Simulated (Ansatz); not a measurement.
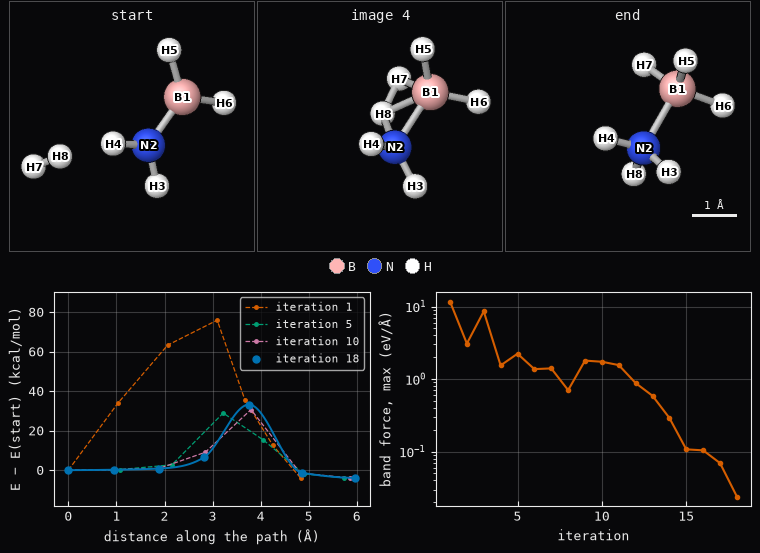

A search for the minimum-energy path of BNH$_{6}$, made up at the start of BNH₄ and H2 by the nudged elastic band. Images are numbered from 0 (start) to 6 (end). The plot follows the band through its iterations. The picture is a ball-and-stick view, seen from a free direction.

The calculation used RKS PBE0-D4/def2-SVP (Ansatz 0.2.0). Run with 5 movable images; climbing image; force threshold 0.03 eV/Å; iteration limit 60; starting path through a guess of the saddle point.

### Did the band converge, and can the barrier be trusted?

The result is final at these settings. The band converged in 18 iterations. The largest component of the band force went from 12 to 0.024 eV/Å. The climbing image converged on the top of the path. Its vibrational analysis gives one imaginary mode (1290i cm⁻¹), as a transition state must have. The first iteration put the highest image at 75.9 kcal/mol. Forward barrier 33.2 kcal/mol, backward barrier 37.1 kcal/mol, with image 4 at the top; the reaction energy is −3.9 kcal/mol.

Limits of the set-up: the start holds two separate molecules, 2.8 Å apart at their closest, whose relative position is a soft coordinate.
